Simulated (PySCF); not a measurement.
In(F)3, F₃In, SMILES [F][In]([F])[F] at its CAM-B3LYP/def2-SVP optimised geometry (Å):

```
4

In    -0.4809     0.0018     0.0000
F     -1.4469     1.6703     0.0000
F     -1.4409    -1.6703    -0.0020
F      1.4469     0.0018     0.0000
```

Method: PySCF with CAM-B3LYP/def2-TZVP, def2 effective core potentials past Kr. The core electrons that the potentials of In replace are not part of the density.

Map of the electrostatic potential (hartree/e), clipped to [-0.08, 0.12] on the plane z = 1.0 Å:

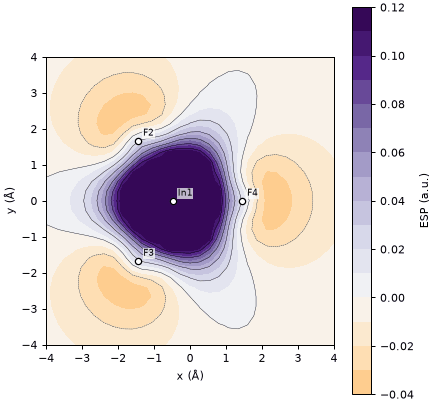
Figure. Electrostatic potential (hartree/e), clipped to [-0.08, 0.12] on the plane z = 1.0 Å.
